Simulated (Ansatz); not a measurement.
# AlPt3C (Pm-3m): a soft mode frozen in, part 2 of 3

Wanted: the energy along a soft mode of AlPt3C (Pm-3m) and the structure at the end.

Ansatz 0.2.0; DFT PBEsol, scalar-relativistic, plane waves, PAW; PAW set soft_1.

So far, highest frequency on the path or at a solved wavevector (cm⁻¹): step 2 (response at finite wavevector) 684. Also lowest frequency on the path (cm⁻¹): step 2 -122.

## 4. The mode frozen in, largest atomic shift 0.32 Å

The atoms are moved along the unstable eigenvector, the largest shift by 0.32 Å, with the cell fixed.

input.yaml

```yaml
crystal:
  lattice:
    - [-4.1327502067, 0.0, 0.0]
    - [0.0, -4.1327502067, -4.1327502067]
    - [0.0, -4.1327502067, 4.1327502067]
  atoms:
    - { symbol: Al, position: [1.0, 1.0059641216, 0.0] }
    - { symbol: Al, position: [1.0, 0.4940358784, 0.5] }
    - { symbol: Pt, position: [0.0, 0.0547514751, 0.5] }
    - { symbol: Pt, position: [0.0, 0.4452485249, 0.0] }
    - { symbol: Pt, position: [0.5, 0.25, 0.75] }
    - { symbol: Pt, position: [0.5, 0.75, 0.25] }
    - { symbol: Pt, position: [0.5, 0.25, 0.25] }
    - { symbol: Pt, position: [0.5, 0.75, 0.75] }
    - { symbol: C, position: [0.5, -0.0085204031, 0.5] }
    - { symbol: C, position: [0.5, 0.5085204031, 0.0] }
kpoints:
  mp_grid: { grid: [10, 6, 6] }
hamiltonian:
  xc: pbesol
  pseudopotentials: { kind: paw, azcp: { folder: soft_1 }, xc_functional: pbe }
scf:
  occupations: { method: methfessel_paxton, width: 0.2 }
output:
  forces: true
  stress: true
  eigenvalues: true
```

Run with:

```console
$ ansatz run input.yaml --threads 4 --pin off --max-ram 10240MiB --backend cpu --events-out ev --progress --plain --runs-dir out
```

Numbers of over 12 decimals in the logs are rounded to 6 here.

The program printed:

```text
[...]
Crystal: 10 atoms, lattice volume = 141.172 Å³
Basis set: ecut = 420 eV, 2729 PW (Γ), exchange–correlation on 60×80×80 points (8 copies of the dense FFT grid, shifted against one another)
Bands: 74, of which v1, the nominal top of the filled ones, is band 61 counted from 1 (60 counted from 0)
Symmetry: 8 space group operations
[...]
k-points: 96 of 360
[...]
k-point 0: bands = [... 57 lower, 17.1621, 17.3949, 17.5758, 17.8768, 17.9023, 19.6882, 19.7896, 19.8238, ... 9 higher]
  k-point 1: bands = [... 57 lower, 17.0315, 17.5306, 17.8134, 17.9092, 18.0543, 19.3290, 19.9309, 20.0231, ... 9 higher]
  k-point 2: bands = [... 57 lower, 16.6767, 17.7984, 17.9232, 18.4161, 18.4493, 18.9184, 19.7163, 20.4868, ... 9 higher]
  k-point 95: bands = [... 57 lower, 16.6549, 17.4844, 17.4844, 17.7052, 17.7052, 19.0259, 19.0259, 20.8821, ... 9 higher]
[key lines of the parts left out:]
SCF converged after 8 iterations
Free energy (F): -75853.304059 eV
Fermi energy:    18.285145 eV
P = ⅓ Tr σ = 0.8310 GPa (8.310 kbar)
```

Run time: 9.7 s. Hardware: 4 threads of Intel Xeon Platinum 8488C (Sapphire Rapids), shared host; peak memory 1.1 GiB; 37 s of CPU time.

Numbers from this step:

```
pressure                         : 0.8310 GPa
energy from the undistorted cell : -40.35 meV/atom
```

The energy, extrapolated to zero smearing, is -40.35 meV/atom against the undistorted cell.

The run ends at a pressure of 0.83 GPa, with forces up to 0.59 eV/Å.

## 5. Energy along the mode, all amplitudes (two of the runs are shown above)

An imaginary frequency means negative curvature, so the energy should fall and then rise again as anharmonic terms take over.

Numbers from this step:

| Property | Result |
| --- | --- |
| depth at the lowest point sampled | 40.35 meV/atom |
| largest atomic shift at that point | 0.32 Å |

Energy from the parent against largest atomic shift:

```tsv
largest atomic shift (Å)	energy from the parent (meV/atom)
0.000	0
0.040	-1.32
0.080	-5.08
0.140	-14.0
0.220	-27.8
0.320	-40.4
0.450	-33.5
0.600	34.0
```

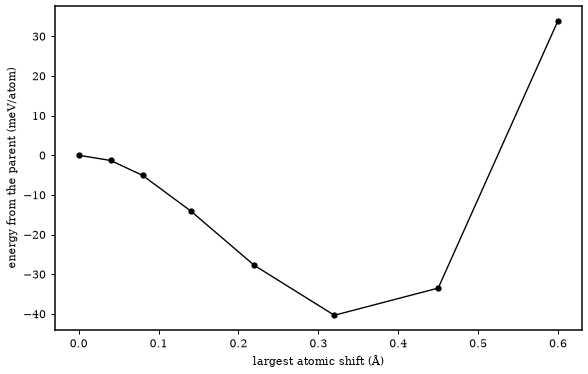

Energy from the parent against largest atomic shift.

Displacement at unit largest shift by atom:

```tsv
atom	x (Å)	y (Å)	z (Å)	size
Al1	0.000	-0.077	-0.077	0.109
Al2	0.000	0.077	0.077	0.109
Pt3	0.000	-0.707	-0.707	1.000
Pt4	0.000	0.707	0.707	1.000
Pt5	0.000	0.000	0.000	0.000
Pt6	0.000	0.000	0.000	0.000
Pt7	0.000	0.000	0.000	0.000
Pt8	0.000	0.000	0.000	0.000
C9	0.000	0.110	0.110	0.156
C10	0.000	-0.110	-0.110	0.156
```

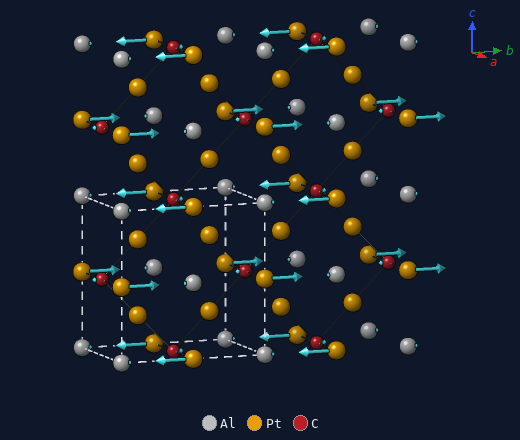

Displacement at unit largest shift as arrows, the longest 1.000 Å. 1×2×2 cells are drawn. Some periodic images of atoms are drawn too.

The lowest of the steps tried is at 0.32 Å, 40.4 meV/atom below the parent; the bottom of the well need not coincide with a step.

## 6. Relaxing from the distorted cell

Starting from the lowest point found, all atoms and the cell are let go, so that strain and other modes of the same symmetry can join in.

Edit input.yaml of step 4 so:

```diff
@@ -27 +27,6 @@
   eigenvalues: true
+relax:
+  adjacent_minimum: "off"
+  f_tol: 0.002
+  max_steps: 120
+  cell: { stress_tol: 0.03 }
```

The program printed:

```text
[...]
Crystal: 10 atoms, lattice volume = 141.172 Å³
Basis set: ecut = 420 eV, 2729 PW (Γ), exchange–correlation on 60×80×80 points (8 copies of the dense FFT grid, shifted against one another)
Bands: 74, of which v1, the nominal top of the filled ones, is band 61 counted from 1 (60 counted from 0)
Symmetry: 8 space group operations
[...]
k-points: 96 of 360
[...]
SCF iter   1: F=—  HF=-75857.493973 eV  |F-HF|=—  |Δ(HF+E_count)|=         —  Δρ=1.02e-1  dr2=1.67e1  ethr=3.10e-3  ⟨swp⟩=5.1  Hψ=23861  notcnv=0
[...]
SCF iter   8: F=-75853.304059 eV  HF=-75853.304059 eV  |F-HF|=3.45e-8  |Δ(HF+E_count)|=   1.31e-7  S|Δr|=    0.00e0  Δρ=3.87e-6  dr2=4.77e-8  ethr=8.20e-11  ⟨swp⟩=9.8  Hψ=28700  notcnv=0
SCF 1 converged in 8 iterations: F = -75853.304059 eV  dr2 = 4.77e-8
[...]
relax step   1: F+E_penalty+E_count = -75853.30405856 eV  Δ(F+E_penalty+E_count) = +0.000e0 eV  max|allowed force component| = 4.160e-1 eV/Å  Δτ_max = 0.0000 Å  P = +0.831 GPa  Ω = 141.172 Å³  (8 SCF iters, dr2 threshold 1.00e-7 eV, accepted)
Crystal: 10 atoms, lattice volume = 141.326 Å³
[...]
iter 1 solved again at ethr=2.32e-4 eV; its pass at ethr=3.10e-3 eV (dr2=2.83e-1 eV) is discarded
[...]
SCF iter   6: F=-75853.497952 eV  HF=-75853.497952 eV  |F-HF|=3.89e-7  |Δ(HF+E_count)|=   3.11e-6  S|Δr|=    0.00e0  Δρ=1.56e-5  dr2=6.14e-7  ethr=8.20e-10  ⟨swp⟩=4.2  Hψ=27866  notcnv=0
SCF 2 converged in 6 iterations: F = -75853.497952 eV  dr2 = 6.14e-7
[...]
relax step   2: F+E_penalty+E_count = -75853.49795189 eV  Δ(F+E_penalty+E_count) = -1.939e-1 eV  max|allowed force component| = 2.009e-1 eV/Å  Δτ_max = 0.1176 Å  P = +0.752 GPa  Ω = 141.326 Å³  energy of the carried Pulay correction = -1.040e-4 eV  (6 SCF iters, dr2 threshold 1.00e-6 eV, accepted)
Crystal: 10 atoms, lattice volume = 142.516 Å³
Basis set: ecut = 420 eV, 2779 PW (Γ), exchange–correlation on 60×80×80 points (8 copies of the dense FFT grid, shifted against one another)
[...]
SCF iter   6: F=-75853.527755 eV  HF=-75853.527755 eV  |F-HF|=1.36e-7  |Δ(HF+E_count)|=   5.06e-7  S|Δr|=    0.00e0  Δρ=9.41e-6  dr2=2.11e-7  ethr=8.20e-10  ⟨swp⟩=5.5  Hψ=26781  notcnv=0
SCF 3 converged in 6 iterations: F = -75853.527755 eV  dr2 = 2.11e-7
relax step   3: F+E_penalty+E_count = -75853.52775503 eV  Δ(F+E_penalty+E_count) = -2.980e-2 eV  max|allowed force component| = 7.678e-2 eV/Å  Δτ_max = 0.0163 Å  P = -0.821 GPa  Ω = 142.516 Å³  energy of the carried Pulay correction = -9.036e-4 eV  (6 SCF iters, dr2 threshold 1.00e-6 eV, accepted)
[... from here on, the SCF cycles and remarks between the steps are left out ...]
relax step   4: F+E_penalty+E_count = -75853.53292134 eV  Δ(F+E_penalty+E_count) = -5.166e-3 eV  max|allowed force component| = 6.176e-2 eV/Å  Δτ_max = 0.0067 Å  P = +0.766 GPa  Ω = 141.477 Å³  energy of the carried Pulay correction = -2.062e-4 eV  (5 SCF iters, dr2 threshold 1.00e-6 eV, accepted)
relax step   5: F+E_penalty+E_count = -75853.53814816 eV  Δ(F+E_penalty+E_count) = -5.227e-3 eV  max|allowed force component| = 1.589e-2 eV/Å  Δτ_max = 0.0157 Å  P = +0.259 GPa  Ω = 141.685 Å³  energy of the carried Pulay correction = -3.460e-4 eV  (5 SCF iters, dr2 threshold 1.00e-6 eV, accepted)
relax step   6: F+E_penalty+E_count = -75853.58448511 eV  Δ(F+E_penalty+E_count) = -4.634e-2 eV  max|allowed force component| = 3.034e-1 eV/Å  Δτ_max = 0.0703 Å  P = -0.757 GPa  Ω = 142.089 Å³  energy of the carried Pulay correction = -6.174e-4 eV  (6 SCF iters, dr2 threshold 1.00e-6 eV, accepted)
relax step   7: F+E_penalty+E_count = -75853.59013559 eV  Δ(F+E_penalty+E_count) = -5.650e-3 eV  max|allowed force component| = 4.868e-1 eV/Å  Δτ_max = 0.0514 Å  P = -0.080 GPa  Ω = 141.994 Å³  energy of the carried Pulay correction = -5.541e-4 eV  (6 SCF iters, dr2 threshold 1.00e-6 eV, accepted)
relax step   8: F+E_penalty+E_count = -75853.68277110 eV  Δ(F+E_penalty+E_count) = -9.264e-2 eV  max|allowed force component| = 1.629e-1 eV/Å  Δτ_max = 0.1017 Å  P = +0.385 GPa  Ω = 141.783 Å³  energy of the carried Pulay correction = -4.120e-4 eV  (6 SCF iters, dr2 threshold 1.00e-6 eV, accepted)
relax step   9: F+E_penalty+E_count = -75853.69213115 eV  Δ(F+E_penalty+E_count) = -9.360e-3 eV  max|allowed force component| = 3.845e-2 eV/Å  Δτ_max = 0.0146 Å  P = -0.009 GPa  Ω = 141.850 Å³  energy of the carried Pulay correction = -4.571e-4 eV  (5 SCF iters, dr2 threshold 1.00e-6 eV, accepted)
relax step  10: F+E_penalty+E_count = -75853.69216777 eV  Δ(F+E_penalty+E_count) = -3.662e-5 eV  max|allowed force component| = 4.139e-2 eV/Å  Δτ_max = 0.0333 Å  P = +0.006 GPa  Ω = 141.790 Å³  energy of the carried Pulay correction = -4.165e-4 eV  (6 SCF iters, dr2 threshold 9.24e-8 eV, rejected (line search))
relax step  11: F+E_penalty+E_count = -75853.69332407 eV  Δ(F+E_penalty+E_count) = -1.193e-3 eV  max|allowed force component| = 1.555e-2 eV/Å  Δτ_max = 0.0167 Å  P = +0.106 GPa  Ω = 141.715 Å³  energy of the carried Pulay correction = -3.662e-4 eV  (9 SCF iters, accepted)
relax step  12: F+E_penalty+E_count = -75853.69339348 eV  Δ(F+E_penalty+E_count) = -6.941e-5 eV  max|allowed force component| = 3.671e-4 eV/Å  Δτ_max = 0.0026 Å  P = -0.053 GPa  Ω = 141.820 Å³  energy of the carried Pulay correction = -4.371e-4 eV  (5 SCF iters, dr2 threshold 8.69e-8 eV, accepted)
relax step  13: F+E_penalty+E_count = -75853.69342776 eV  Δ(F+E_penalty+E_count) = -3.429e-5 eV  max|allowed force component| = 1.561e-3 eV/Å  Δτ_max = 0.0004 Å  P = +0.015 GPa  Ω = 141.778 Å³  energy of the carried Pulay correction = -4.087e-4 eV  (5 SCF iters, dr2 threshold 9.14e-9 eV, accepted)
relax step  14: F+E_penalty+E_count = -75853.70459574 eV  Δ(F+E_penalty+E_count) = -1.117e-2 eV  max|allowed force component| = 7.056e-4 eV/Å  Δτ_max = 0.0000 Å  P = +0.152 GPa  Ω = 141.778 Å³  stress off target by 4.18e-1 GPa  SCF on the basis re-selected at this cell (its energy is not comparable with the rows above)  (6 SCF iters)
relax step  15: F+E_penalty+E_count = -75853.70511213 eV  Δ(F+E_penalty+E_count) = -5.164e-4 eV  max|allowed force component| = 5.370e-3 eV/Å  Δτ_max = 0.0031 Å  P = +0.002 GPa  Ω = 141.896 Å³  energy of the carried Pulay correction = -8.457e-5 eV  (5 SCF iters, dr2 threshold 4.38e-7 eV, accepted)
relax step  16: F+E_penalty+E_count = -75853.70512992 eV  Δ(F+E_penalty+E_count) = -1.779e-5 eV  max|allowed force component| = 2.037e-3 eV/Å  Δτ_max = 0.0011 Å  P = -0.019 GPa  Ω = 141.909 Å³  energy of the carried Pulay correction = -9.402e-5 eV  (5 SCF iters, dr2 threshold 8.01e-9 eV, accepted)
relax step  17: F+E_penalty+E_count = -75853.70513977 eV  Δ(F+E_penalty+E_count) = -9.849e-6 eV  max|allowed force component| = 6.138e-4 eV/Å  Δτ_max = 0.0002 Å  P = -0.003 GPa  Ω = 141.900 Å³  energy of the carried Pulay correction = -8.766e-5 eV  (4 SCF iters, dr2 threshold 5.50e-9 eV, accepted)
[...]
SCF iter   5: F=-75853.705238 eV  HF=-75853.705238 eV  |F-HF|=0.00e0  |Δ(HF+E_count)|=  1.46e-11  S|Δr|=    0.00e0  Δρ=7.81e-8  dr2=1.49e-11  ethr=1.00e-12  ⟨swp⟩=3.0  Hψ=23811  notcnv=0
SCF 18 converged in 5 iterations: F = -75853.705238 eV  dr2 = 1.49e-11
relax step  18: F+E_penalty+E_count = -75853.70523780 eV  Δ(F+E_penalty+E_count) = -9.803e-5 eV  max|allowed force component| = 6.361e-4 eV/Å  Δτ_max = 0.0000 Å  P = -0.003 GPa  Ω = 141.900 Å³  stress off target by 6.51e-3 GPa  SCF on the basis re-selected at this cell (its energy is not comparable with the rows above)  (5 SCF iters)
[...]
SCF converged after 5 iterations
[...]
Free energy (F): -75853.705238 eV
[...]
Internal energy: -75853.711636 eV  (E = F + TS)
E sigma→0 (E₀):  -75853.706837 eV
Entropy (-TS):   0.006398 eV (0.640 meV/atom)
Fermi energy:    18.197559 eV
[...]
--- Forces (eV/Å), atoms counted from 1 ---
  atom   1  Al    -0.00000000    -0.00014656    -0.00014656
  atom   2  Al     0.00000000     0.00014656     0.00014656
  atom   3  Pt    -0.00000000     0.00033191     0.00033191
  atom   4  Pt     0.00000000    -0.00033191    -0.00033191
  atom   5  Pt     0.00000000    -0.00000000     0.00000000
  atom   6  Pt     0.00000000     0.00000000     0.00000000
  atom   7  Pt     0.00000000    -0.00000000     0.00000000
  atom   8  Pt     0.00000000     0.00000000     0.00000000
  atom   9  C     -0.00000000    -0.00063611    -0.00063611
  atom  10  C      0.00000000     0.00063611     0.00063611
  max |Σ_I F_I| component: 0.00e0 eV/Å
--- Stress (GPa, compression-positive) ---
       -0.006507       0.000000      -0.000000
        0.000000      -0.001727      -0.000565
       -0.000000      -0.000565      -0.001727
  P = ⅓ Tr σ = -0.0033 GPa (-0.033 kbar)
--- Band table (eV; the first three rows and the last of 96) ---
  k-point 0: bands = [... 57 lower, 16.2704, 16.6615, 17.1921, 17.5903, 18.9681, 19.4015, 19.9901, 20.1116, ... 9 higher]
  k-point 1: bands = [... 57 lower, 16.3131, 16.6912, 17.0115, 17.9186, 18.9123, 19.3188, 19.4617, 20.3505, ... 9 higher]
  k-point 2: bands = [... 57 lower, 16.4019, 16.4732, 16.6887, 18.6604, 18.7257, 18.7961, 20.0275, 20.2953, ... 9 higher]
  k-point 95: bands = [... 57 lower, 16.6161, 17.0141, 17.0141, 17.4060, 17.4060, 18.6554, 18.6554, 20.6192, ... 9 higher]
--- Relaxed structure (16 steps of the walk, 15 accepted, 2 SCFs on fresh bases) ---
  F+E_penalty+E_count = -75853.70523780 eV   max|allowed force component| = 6.361e-4 eV/Å   (the final SCF, on the basis selected at the relaxed cell)
  cell:  # Å, volume = 141.9005 Å³
    - [-4.013714, 0, 0]
    - [0, -4.590490, -4.590490]
    - [0, -3.850777, 3.850777]
  atoms:
    - { symbol: Al, position: [1.0, 0.990153, 0.0] }
    - { symbol: Al, position: [1.0, 0.509847, 0.500000] }
    - { symbol: Pt, position: [0, 0.067023, 0.500000] }
    - { symbol: Pt, position: [0, 0.432977, 0.0] }
    - { symbol: Pt, position: [0.5, 0.250000, 0.750000] }
    - { symbol: Pt, position: [0.5, 0.750000, 0.250000] }
    - { symbol: Pt, position: [0.5, 0.25, 0.25] }
    - { symbol: Pt, position: [0.5, 0.750000, 0.750000] }
    - { symbol: C, position: [0.5, -0.00684391, 0.500000] }
    - { symbol: C, position: [0.5, 0.506844, 0.0] }
```

Wall time 3 min (4 threads); peak memory 1.1 GiB.

The steps of the relaxation:

```tsv
step	energy less that of the first step (eV)	largest force component (eV/Å)	pressure (GPa)	volume (Å³)
1	0.0000	0.4160	0.83	141.17
2	-0.1939	0.2009	0.75	141.33
3	-0.2237	0.0768	-0.82	142.52
4	-0.2289	0.0618	0.77	141.48
5	-0.2341	0.0159	0.26	141.68
6	-0.2804	0.3034	-0.76	142.09
7	-0.2861	0.4868	-0.08	141.99
8	-0.3787	0.1629	0.39	141.78
9	-0.3881	0.0384	-0.01	141.85
10	-0.3881	0.0414	0.01	141.79
11	-0.3893	0.0156	0.11	141.71
12	-0.3893	0.0004	-0.05	141.82
13	-0.3894	0.0016	0.01	141.78
14*	-0.4005	0.0007	0.15	141.78
15	-0.4011	0.0054	0.00	141.90
16	-0.4011	0.0020	-0.02	141.91
17	-0.4011	0.0006	0.00	141.90
18*	-0.4012	0.0006	0.00	141.90
```

Relaxation steps marked * repeat the geometry before them on a plane-wave basis chosen anew for their cell, so energy and pressure can jump there. Relaxation step 10 was tried and not accepted.

The run keeps the 8 symmetry operations that it works with, so distortions that break them were not tested.

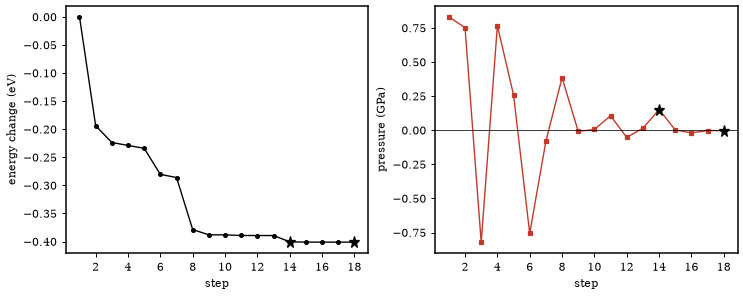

Energy and pressure along the relaxation. Stars mark steps on a basis chosen anew.

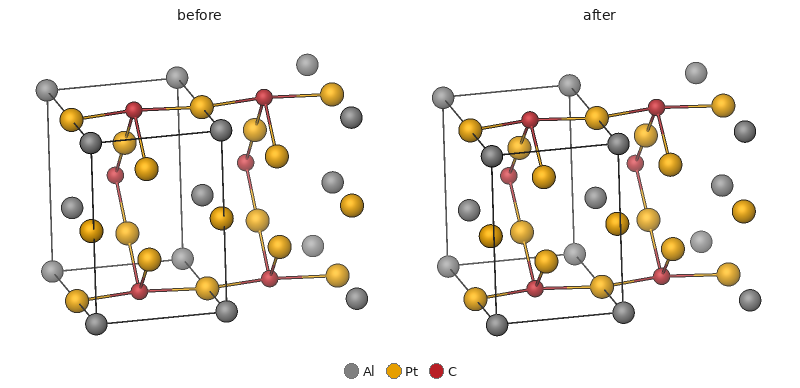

Before and after, at one scale. Bonds to atoms that aren't drawn are left out.

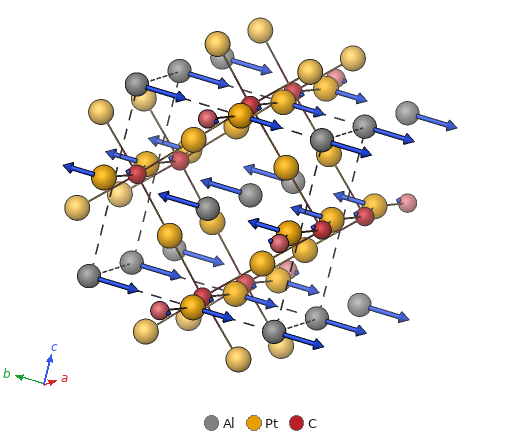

Displacements in the relaxation, exaggerated, measured against the changing cell; the longest in the cell stands for 0.10 Å. 2×1×1 cells are drawn. Some periodic images of atoms are drawn too.

```tsv
cell as run	before	after	change
a (Å)	4.133	4.014	-2.9 %
b (Å)	5.845	6.492	+11.1 %
c (Å)	5.845	5.446	-6.8 %
volume (Å³/atom)	14.12	14.19	+0.5 %
```

The atoms that moved most (Å, as changes of fractional coordinates times the final cell):

```tsv
atom	dx	dy	dz	length
Al2	0.000	-0.073	-0.073	0.103
Al1	0.000	0.073	0.073	0.103
Pt3	0.000	-0.056	-0.056	0.080
Pt4	0.000	0.056	0.056	0.080
C9	0.000	-0.008	-0.008	0.011
C10	0.000	0.008	0.008	0.011
```

Numbers from this step:

```
pressure        : -0.003320 GPa
volume per atom : 14.19 Å³
```

The distorted start has space group Pmma; the relaxation ends in Pmma.

## 7. The new phase in its own primitive cell

The relaxed structure is symmetrised, reduced to its primitive cell and relaxed tightly, as its phonons need.

input.yaml, the sections that differ from step 6:

```yaml
crystal:
  lattice:
    - [5.4458211672, 0.0, 0.0]
    - [0.0, 4.0137144188, 0.0]
    - [0.0, 0.0, 6.4919334691]
  atoms:
    - { symbol: Al, position: [0.75, 0.0, 0.7401530239] }
    - { symbol: Al, position: [0.25, 0.0, 0.2598469761] }
    - { symbol: Pt, position: [0.25, 0.0, 0.817023046] }
    - { symbol: Pt, position: [0.75, 0.0, 0.182976954] }
    - { symbol: Pt, position: [0.0, 0.5, 0.0] }
    - { symbol: Pt, position: [0.5, 0.5, 0.5] }
    - { symbol: Pt, position: [0.5, 0.5, 0.0] }
    - { symbol: Pt, position: [0.0, 0.5, 0.5] }
    - { symbol: C, position: [0.25, 0.5, 0.7431560932] }
    - { symbol: C, position: [0.75, 0.5, 0.2568439068] }
kpoints:
  mp_grid: { grid: [8, 10, 6] }
relax:
  adjacent_minimum: "off"
  f_tol: 0.001
  max_steps: 60
  cell: { stress_tol: 0.01 }
# hamiltonian, scf, output: as in step 6
```

The program printed:

```text
[...]
Crystal: 10 atoms, lattice volume = 141.900 Å³
Basis set: ecut = 420 eV, 2775 PW (Γ), exchange–correlation on 80×54×90 points (8 copies of the dense FFT grid, shifted against one another)
Bands: 74, of which v1, the nominal top of the filled ones, is band 61 counted from 1 (60 counted from 0)
Symmetry: 8 space group operations
[...]
k-points: 120 of 480
[...]
- { symbol: Al, position: [0.25, 0.0, 0.259091] }
    - { symbol: Pt, position: [0.25, 0.0, 0.817255] }
    - { symbol: Pt, position: [0.75, 0.0, 0.182745] }
    - { symbol: Pt, position: [0, 0.500000, 0] }
    - { symbol: Pt, position: [0.5, 0.500000, 0.500000] }
    - { symbol: Pt, position: [0.5, 0.500000, 0] }
    - { symbol: Pt, position: [0, 0.500000, 0.500000] }
    - { symbol: C, position: [0.25, 0.500000, 0.743039] }
    - { symbol: C, position: [0.75, 0.500000, 0.256961] }
[key lines of the parts left out:]
SCF converged after 6 iterations
Free energy (F): -75853.699607 eV
Fermi energy:    18.195197 eV
P = ⅓ Tr σ = -0.0052 GPa (-0.052 kbar)
```

Wall time 67 s (4 threads); peak memory 1.2 GiB.

Little changed from the start: no atom moved by 0.005 Å and no cell edge by 0.1 %.

Numbers from this step:

- pressure: -0.005163 GPa

The largest force component left is 0.68 meV/Å and the pressure is -0.005 GPa, within the tolerances set. The cell now holds 14.19 Å³/atom.

[end of part 2 of 3]

[Logs are printed without paths, hosts, clocks, repeated set-up lines and the standing remarks that a program may print on its own settings, such as how far it seeks lower states.]

[Hosts, paths, dates, database ids (printed as entryN), source tags and the programs' standing remarks are cut or masked in the printed files.]
